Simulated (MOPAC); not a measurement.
Run report: C$_{2}$H$_{6}$ClNSi, frequency calculation (part 2 of 3)

C$_{2}$H$_{6}$ClNSi, SMILES CN(C)[Si]Cl; AM1, closed shell (MOPAC 23.2.5). The geometry was optimised with AM1.

Geometry of the input (Å):
```
C  -0.2260  1.3176  -0.5007
N  0.0212  -0.0851  -0.3302
C  0.0852  -0.5166  1.0285
Si 0.1968  -1.0058  -1.7038
Cl 0.5354  -2.9485  -1.1222
H  0.5811  1.9322  -0.0127
H  -0.2586  1.5673  -1.5972
H  -1.2051  1.6152  -0.0316
H  0.2934  -1.6186  1.0775
H  0.8995  0.0250  1.5863
H  -0.8845  -0.3126  1.5631
```

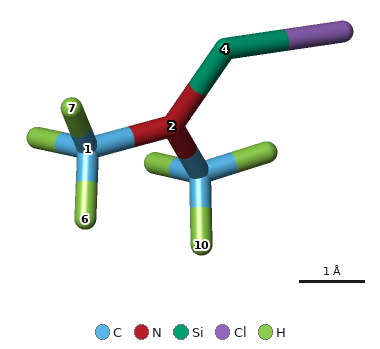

Fig. 1: The structure (stick view, seen at a tilt; atoms are numbered from 1 in the order of the input).

**What the program printed, continued**
```
           1   -0.0015   -0.0060   -0.0069    0.1172   -0.0439    0.0000    0.0000    0.0002
           2   -0.0096    0.0062    0.0106   -0.0051   -0.0176   -0.0000    0.0000   -0.0445
           3    0.0000    0.0000   -0.0000    0.0000   -0.0000   -0.0528    0.0028    0.0000
           4    0.0050    0.0662    0.0155   -0.0783    0.0830    0.0000    0.0000    0.0002
           5   -0.0072   -0.0191   -0.0565    0.0226    0.1516   -0.0000    0.0000   -0.0013
           6   -0.0000    0.0000    0.0000   -0.0000   -0.0000   -0.0013   -0.0012    0.0000
           7   -0.0288   -0.0038   -0.0160    0.0005   -0.0699   -0.0000    0.0000   -0.0055
           8    0.0119    0.0155   -0.0163   -0.0218   -0.1537   -0.0000   -0.0000    0.0031
           9   -0.0001    0.0000    0.0000   -0.0000   -0.0000   -0.0028   -0.0524   -0.0000
          10   -0.0012   -0.0029   -0.0053    0.0032    0.0070    0.0000   -0.0000   -0.0003
          11    0.0017    0.0071    0.0091   -0.0054   -0.0133   -0.0000    0.0000    0.0002
          12    0.0000   -0.0000   -0.0000    0.0000    0.0000   -0.0001   -0.0001    0.0000
          13    0.0001   -0.0007    0.0000    0.0007   -0.0002    0.0000   -0.0000    0.0000
          14    0.0000    0.0003   -0.0000   -0.0005    0.0004    0.0000   -0.0000    0.0000
          15   -0.0000   -0.0000    0.0000    0.0000    0.0000   -0.0000   -0.0000   -0.0000
          16   -0.0417   -0.2222   -0.0554   -0.1327    0.0251    0.1625   -0.0078   -0.0761
          17    0.0875   -0.0322    0.0031   -0.0584    0.0045   -0.2156    0.0119    0.0797
          18    0.0703    0.0707    0.0205    0.0582   -0.0160    0.3390   -0.0181   -0.1760
          19    0.0566   -0.1797    0.0607   -0.2215   -0.1708    0.0000   -0.0000    0.1486
          20   -0.0242    0.0666   -0.0172    0.1063    0.0452   -0.0000    0.0000    0.3812
          21    0.0001   -0.0001   -0.0000   -0.0000   -0.0001   -0.0286    0.0016   -0.0000
          22   -0.0416   -0.2222   -0.0555   -0.1327    0.0251   -0.1626    0.0078   -0.0762
          23    0.0875   -0.0323    0.0031   -0.0584    0.0046    0.2157   -0.0118    0.0797
          24   -0.0703   -0.0707   -0.0206   -0.0582    0.0159    0.3388   -0.0181    0.1759
          25   -0.0029   -0.0156    0.0042    0.0107   -0.0282   -0.0000    0.0000    0.0595
          26    0.1232   -0.1556    0.1646    0.1469    0.1387    0.0000   -0.0000   -0.0033
          27   -0.0001    0.0001    0.0000   -0.0001   -0.0000   -0.0016   -0.0298   -0.0000
          28    0.1754   -0.0302    0.1251    0.0252    0.0833    0.0062    0.1306    0.0069
          29   -0.1249   -0.0238    0.2235    0.0187    0.0497   -0.0132   -0.2378   -0.0154
          30   -0.1494   -0.0099    0.0992    0.0113    0.0487    0.0178    0.3375    0.0269
          31    0.1754   -0.0302    0.1251    0.0252    0.0833   -0.0062   -0.1307    0.0070
          32   -0.1248   -0.0238    0.2234    0.0187    0.0497    0.0132    0.2380   -0.0154
          33    0.1494    0.0100   -0.0992   -0.0114   -0.0488    0.0178    0.3374   -0.0269

   Root No.      25        26        27

                15 A'     16 A'     17 A'

                3005.2    3084.7    3095.7

           1    0.0004   -0.0223   -0.0007
           2    0.0067   -0.0006    0.0003
           3    0.0000   -0.0000    0.0001
           4   -0.0011   -0.0027   -0.0013
           5    0.0013    0.0001   -0.0026
           6   -0.0000   -0.0000    0.0000
           7   -0.0397    0.0010   -0.0115
           8    0.0187    0.0012   -0.0192
           9   -0.0001   -0.0000    0.0001
          10    0.0001   -0.0001   -0.0000
          11   -0.0002   -0.0000    0.0000
          12    0.0000    0.0000   -0.0000
          13   -0.0001    0.0000   -0.0000
          14    0.0000    0.0000   -0.0001
          15   -0.0000    0.0000   -0.0001
          16    0.0120    0.1026    0.0052
          17   -0.0120   -0.1452   -0.0079
          18    0.0266    0.2511    0.0135
          19   -0.0209    0.0996    0.0052
          20   -0.0541    0.2945    0.0143
          21    0.0001   -0.0000    0.0001
          22    0.0120    0.1027    0.0053
          23   -0.0119   -0.1452   -0.0079
          24   -0.0266   -0.2510   -0.0133
          25    0.3901   -0.0183    0.3266
          26   -0.0229    0.0022   -0.0342
          27    0.0000   -0.0000    0.0001
          28    0.0447    0.0040   -0.0893
          29   -0.1082   -0.0074    0.1498
          30    0.1836    0.0116   -0.2425
          31    0.0448    0.0040   -0.0893
          32   -0.1082   -0.0074    0.1498
          33   -0.1837   -0.0117    0.2426

           MASS-WEIGHTED COORDINATE ANALYSIS (NORMAL COORDINATES)

   Root No.       1         2         3         4         5         6         7         8

                 1 A"      2 A"      1 A'      3 A"      2 A'      4 A"      3 A'      4 A'

                 102.1     166.1     183.7     184.5     310.9     347.3     409.0     454.8

           1    0.0001   -0.0000    0.0802    0.0001   -0.3813    0.0001   -0.1548    0.0197
           2   -0.0001   -0.0000    0.1918    0.0004    0.3256    0.0001   -0.2307    0.3646
           3   -0.4819    0.0392   -0.0002    0.0698   -0.0002   -0.1444   -0.0000   -0.0000
           4   -0.0000   -0.0000    0.0738    0.0001   -0.4113   -0.0001   -0.1952    0.0203
           5    0.0000    0.0000   -0.1880   -0.0003   -0.1484    0.0002    0.0074   -0.2256
           6    0.0939    0.0106   -0.0001    0.0986   -0.0000    0.8134   -0.0000    0.0000
           7   -0.0001   -0.0000    0.3678    0.0007   -0.0290    0.0001    0.3426   -0.2856
           8    0.0000    0.0000   -0.3029   -0.0005   -0.3007   -0.0000   -0.2717   -0.0477
           9    0.2927   -0.0584    0.0001    0.0686    0.0002   -0.1862    0.0003   -0.0002
          10   -0.0001    0.0000   -0.1604   -0.0003   -0.0196   -0.0000    0.3611    0.6339
          11    0.0001    0.0001   -0.4212   -0.0008    0.1041   -0.0000    0.4886   -0.0655
          12    0.5709    0.0860    0.0003   -0.1775   -0.0002   -0.2205   -0.0002    0.0003
          13    0.0001    0.0000   -0.2404   -0.0004    0.5562   -0.0000   -0.3672   -0.3659
          14   -0.0000   -0.0001    0.5621    0.0010   -0.0320   -0.0001   -0.0464   -0.0739
          15   -0.4143   -0.0695   -0.0001   -0.0052    0.0002    0.0078   -0.0000   -0.0001
          16    0.1076   -0.0045    0.0618    0.0043   -0.0565    0.1722   -0.0807    0.0867
          17   -0.0501    0.3139    0.0867   -0.3658    0.1367    0.0345   -0.0996    0.1751
          18   -0.2172    0.1979    0.0008   -0.1962    0.0003   -0.1014   -0.0017    0.0020
          19    0.0000    0.0001   -0.0528   -0.0002   -0.2014    0.0000    0.0336   -0.1328
          20   -0.0000   -0.0001    0.0836    0.0002    0.1312    0.0000   -0.0978    0.1642
          21   -0.1265   -0.3536   -0.0009    0.4494   -0.0001   -0.1566   -0.0000   -0.0000
          22   -0.1075    0.0044    0.0618   -0.0040   -0.0565   -0.1721   -0.0807    0.0868
          23    0.0500   -0.3139    0.0853    0.3660    0.1367   -0.0345   -0.0997    0.1751
          24   -0.2172    0.1980   -0.0000   -0.1963   -0.0004   -0.1015    0.0017   -0.0020
          25   -0.0000   -0.0001    0.1017    0.0001   -0.0144    0.0001    0.0910   -0.0782
          26    0.0000    0.0001   -0.1469   -0.0002   -0.1806   -0.0000   -0.2422    0.1053
          27    0.1309    0.4271   -0.0006    0.3939    0.0001   -0.1671    0.0001   -0.0001
          28    0.0387    0.3392    0.1388    0.2831    0.0414   -0.1010    0.1939   -0.1482
          29    0.0264   -0.1618   -0.0671   -0.1296   -0.0581   -0.1561   -0.0289   -0.0445
          30    0.0885   -0.2422    0.0006   -0.1641    0.0011   -0.1233   -0.0007    0.0016
          31   -0.0388   -0.3391    0.1398   -0.2825    0.0414    0.1011    0.1939   -0.1482
          32   -0.0264    0.1617   -0.0676    0.1293   -0.0581    0.1561   -0.0290   -0.0445
          33    0.0885   -0.2424    0.0001   -0.1642   -0.0009   -0.1234    0.0009   -0.0018

   Root No.       9        10        11        12        13        14        15        16

                 5 A'      6 A'      5 A"      7 A'      6 A"      7 A"      8 A"      8 A'

                 846.7    1101.7    1109.7    1153.2    1163.8    1357.3    1364.4    1384.6

           1    0.3326   -0.2058   -0.0001    0.2830    0.0000    0.0000    0.0000    0.0587
           2   -0.0673    0.1906   -0.0003    0.3677   -0.0002   -0.0001    0.0001   -0.2563
           3    0.0001    0.0003    0.3181   -0.0000   -0.2718   -0.2354   -0.0822    0.0001
           4    0.2172    0.0370   -0.0001   -0.0378   -0.0001   -0.0000    0.0000   -0.0681
           5   -0.3217   -0.0005   -0.0001    0.0983   -0.0000   -0.0000    0.0000    0.1235
           6    0.0001   -0.0000   -0.0219   -0.0000    0.3421   -0.0111   -0.0212   -0.0000
           7   -0.1113    0.3327   -0.0002   -0.2977   -0.0001   -0.0001    0.0002    0.1032
           8   -0.3691   -0.1683   -0.0000   -0.2206   -0.0001    0.0000   -0.0000   -0.0884
           9   -0.0002   -0.0008   -0.2783    0.0003   -0.3137    0.0977   -0.2329    0.0001
          10   -0.3224    0.0042    0.0001   -0.0028    0.0001    0.0000   -0.0001    0.0113
          11    0.5282    0.0071   -0.0000   -0.0164   -0.0000   -0.0000    0.0000   -0.0296
          12    0.0000    0.0008   -0.0036   -0.0003   -0.0037    0.0001    0.0004   -0.0001
          13    0.0178    0.0048    0.0001    0.0014    0.0001    0.0000   -0.0000    0.0013
          14    0.0071   -0.0056    0.0003    0.0018    0.0003    0.0001   -0.0002   -0.0007
          15   -0.0000   -0.0002    0.0030    0.0000    0.0004   -0.0003    0.0007   -0.0000
          16    0.2039   -0.2438    0.4540   -0.1739   -0.3596    0.2146    0.0919   -0.1056
          17    0.0584   -0.1104    0.0019   -0.1352    0.0094    0.3499    0.1342    0.4681
          18   -0.0062   -0.0018   -0.1355   -0.0160    0.1139    0.0855    0.0288    0.3410
          19   -0.0513    0.2462   -0.0000    0.6192    0.0000   -0.0001   -0.0001    0.2196
          20    0.0382   -0.0724   -0.0001   -0.1171   -0.0001    0.0001    0.0001   -0.1099
          21    0.0000    0.0003   -0.1317    0.0001    0.1284    0.6833    0.2534    0.0000
          22    0.2039   -0.2439   -0.4539   -0.1740    0.3594   -0.2147   -0.0919   -0.1054
          23    0.0585   -0.1101   -0.0020   -0.1353   -0.0095   -0.3499   -0.1341    0.4679
          24    0.0063    0.0018   -0.1357    0.0160    0.1141    0.0855    0.0288   -0.3412
          25   -0.0249    0.1225   -0.0001   -0.1014   -0.0001    0.0000   -0.0001    0.0057
          26    0.0569    0.5956   -0.0001   -0.3593   -0.0000   -0.0000    0.0001   -0.1074
          27   -0.0001   -0.0004    0.1080    0.0002    0.1375   -0.2615    0.6760    0.0000
          28   -0.1544   -0.2539    0.1634    0.0142    0.1649    0.1499   -0.4131   -0.1932
          29   -0.1681   -0.1908    0.3611   -0.0258    0.3873    0.0097   -0.0564    0.0855
          30   -0.0029    0.0114    0.1201   -0.0088    0.1344   -0.0375    0.0869    0.1367
          31   -0.1544   -0.2539   -0.1635    0.0142   -0.1651   -0.1499    0.4131   -0.1932
          32   -0.1680   -0.1907   -0.3610   -0.0258   -0.3873   -0.0097    0.0565    0.0854
          33    0.0027   -0.0120    0.1202    0.0091    0.1345   -0.0375    0.0870   -0.1367

   Root No.      17        18        19        20        21        22        23        24

                 9 A'     10 A'     11 A'     12 A'     13 A'      9 A"     10 A"     14 A'

                1387.9    1428.7    1440.3    1499.5    1525.6    2984.0    2992.2    2997.9

           1   -0.0115   -0.0415   -0.0478    0.6427   -0.1632    0.0001    0.0000    0.0012
           2   -0.0745    0.0430    0.0733   -0.0280   -0.0652   -0.0001    0.0001   -0.2889
           3    0.0001    0.0000   -0.0003    0.0001   -0.0001   -0.2845    0.0153    0.0001
           4    0.0416    0.4969    0.1163   -0.4639    0.3327    0.0000    0.0000    0.0015
           5   -0.0598   -0.1437   -0.4229    0.1341    0.6079   -0.0000    0.0001   -0.0089
           6   -0.0000    0.0002    0.0000   -0.0002   -0.0001   -0.0073   -0.0067    0.0000
           7   -0.2232   -0.0266   -0.1109    0.0028   -0.2596   -0.0000    0.0002   -0.0356
           8    0.0919    0.1075   -0.1132   -0.1195   -0.5706   -0.0000   -0.0000    0.0203
           9   -0.0004    0.0002    0.0001   -0.0002   -0.0001   -0.0152   -0.2825   -0.0001
          10   -0.0138   -0.0306   -0.0564    0.0265    0.0395    0.0000   -0.0001   -0.0034
          11    0.0198    0.0751    0.0965   -0.0453   -0.0758   -0.0000    0.0000    0.0015
          12    0.0003   -0.0002   -0.0002    0.0002    0.0001   -0.0007   -0.0007    0.0001
          13    0.0012   -0.0078    0.0003    0.0063   -0.0014    0.0000   -0.0001    0.0000
          14    0.0006    0.0042   -0.0002   -0.0047    0.0023    0.0000   -0.0002    0.0002
          15   -0.0001   -0.0001    0.0003    0.0001    0.0001   -0.0001   -0.0004   -0.0000
          16   -0.0934   -0.4473   -0.1113   -0.2109    0.0270    0.2535   -0.0122   -0.1430
          17    0.1963   -0.0649    0.0062   -0.0928    0.0049   -0.3364    0.0185    0.1497
          18    0.1576    0.1423    0.0412    0.0924   -0.0172    0.5289   -0.0283   -0.3306
          19    0.1268   -0.3617    0.1219   -0.3519   -0.1837    0.0000   -0.0000    0.2792
          20   -0.0544    0.1341   -0.0345    0.1688    0.0487   -0.0000    0.0001    0.7162
          21    0.0001   -0.0001   -0.0001   -0.0001   -0.0001   -0.0446    0.0025   -0.0000
          22   -0.0933   -0.4473   -0.1114   -0.2108    0.0270   -0.2537    0.0122   -0.1432
          23    0.1963   -0.0650    0.0062   -0.0927    0.0049    0.3365   -0.0185    0.1498
          24   -0.1577   -0.1424   -0.0414   -0.0925    0.0171    0.5286   -0.0283    0.3305
          25   -0.0064   -0.0314    0.0085    0.0170   -0.0304   -0.0000    0.0000    0.1118
          26    0.2763   -0.3133    0.3306    0.2334    0.1492    0.0000   -0.0000   -0.0062
          27   -0.0001    0.0001    0.0000   -0.0001   -0.0001   -0.0025   -0.0465   -0.0000
          28    0.3933   -0.0608    0.2513    0.0401    0.0895    0.0097    0.2040    0.0130
          29   -0.2800   -0.0478    0.4489    0.0297    0.0534   -0.0207   -0.3715   -0.0290
          30   -0.3350   -0.0199    0.1993    0.0179    0.0524    0.0278    0.5272    0.0505
          31    0.3933   -0.0608    0.2513    0.0401    0.0896   -0.0097   -0.2041    0.0131
          32   -0.2798   -0.0479    0.4488    0.0298    0.0534    0.0207    0.3717   -0.0290
          33    0.3350    0.0201   -0.1993   -0.0181   -0.0525    0.0278    0.5270   -0.0505

   Root No.      25        26        27

                15 A'     16 A'     17 A'

                3005.2    3084.7    3095.7

           1    0.0024   -0.1425   -0.0045
           2    0.0442   -0.0038    0.0018
           3    0.0001   -0.0001    0.0007
           4   -0.0076   -0.0186   -0.0087
           5    0.0089    0.0010   -0.0180
           6   -0.0000   -0.0001    0.0003
           7   -0.2609    0.0066   -0.0734
           8    0.1226    0.0075   -0.1225
           9   -0.0005   -0.0002    0.0003
          10    0.0012   -0.0012   -0.0000
          11   -0.0015   -0.0002    0.0002
          12    0.0004    0.0002   -0.0001
          13   -0.0006    0.0001   -0.0001
          14    0.0004    0.0000   -0.0007
          15   -0.0001    0.0001   -0.0009
          16    0.0228    0.1896    0.0097
          17   -0.0228   -0.2683   -0.0146
          18    0.0506    0.4640    0.0250
          19   -0.0398    0.1841    0.0095
          20   -0.1028    0.5443    0.0263
          21    0.0001   -0.0000    0.0002
          22    0.0228    0.1898    0.0098
          23   -0.0227   -0.2684   -0.0146
          24   -0.0506   -0.4639   -0.0245
          25    0.7419   -0.0338    0.6031
          26   -0.0435    0.0041   -0.0632
          27    0.0000   -0.0001    0.0001
          28    0.0850    0.0074   -0.1649
          29   -0.2058   -0.0136    0.2766
          30    0.3491    0.0215   -0.4479
          31    0.0852    0.0074   -0.1649
          32   -0.2058   -0.0136    0.2767
          33   -0.3493   -0.0216    0.4480

          DESCRIPTION OF VIBRATIONS

 VIBRATION          1    1A"          ATOM PAIR      ENERGY CONTRIBUTION    RADIAL
 FREQUENCY           102.06         C  1 -- N  2         +17.2% (500.7%)      0.0%
 TRANSITION DIPOLE   0.0708         C  1 -- Si 4         +16.5% (489.9%)      0.0%
 TRAVEL (Ang.)       0.3720         C  1 -- H  7         +14.9% (465.9%)      0.0%
 REDUCED MASS        4.7738         C  1 -- H  6         +12.3% (422.6%)     90.1%
 EFFECTIVE MASS    219.3017         C  1 -- H  8         +12.3% (422.6%)     90.3%
 FORCE CONSTANT      0.0293

 VIBRATION          2    2A"          ATOM PAIR      ENERGY CONTRIBUTION    RADIAL
 FREQUENCY           166.05         C  3 -- H 11         +19.8% (279.3%)      0.4%
 TRANSITION DIPOLE   0.0100         C  3 -- H 10         +19.8% (279.3%)      0.7%
 TRAVEL (Ang.)       0.0000         C  3 -- H  9         +19.4% (276.5%)      0.0%
 REDUCED MASS        0.1706         C  1 -- H  8         +13.5% (230.8%)      0.4%
 EFFECTIVE MASS      2.2585         C  1 -- H  6         +13.5% (230.8%)      0.4%
 FORCE CONSTANT      0.0028         C  1 -- H  7         +13.1% (227.2%)      0.0%

 VIBRATION          3    1A'          ATOM PAIR      ENERGY CONTRIBUTION    RADIAL
 FREQUENCY           183.72         C  3 -- Si 4         +18.1% (298.0%)      2.5%
 TRANSITION DIPOLE   0.4593         N  2 -- C  3         +16.5% (285.1%)      0.3%
 TRAVEL (Ang.)       0.2327         C  3 -- H 11         +13.6% (258.6%)     31.3%
 REDUCED MASS        6.7797         C  3 -- H 10         +13.6% (258.5%)     33.2%
 EFFECTIVE MASS     73.0109         C  3 -- H  9         +11.3% (235.3%)     80.7%
 FORCE CONSTANT      0.1348
```
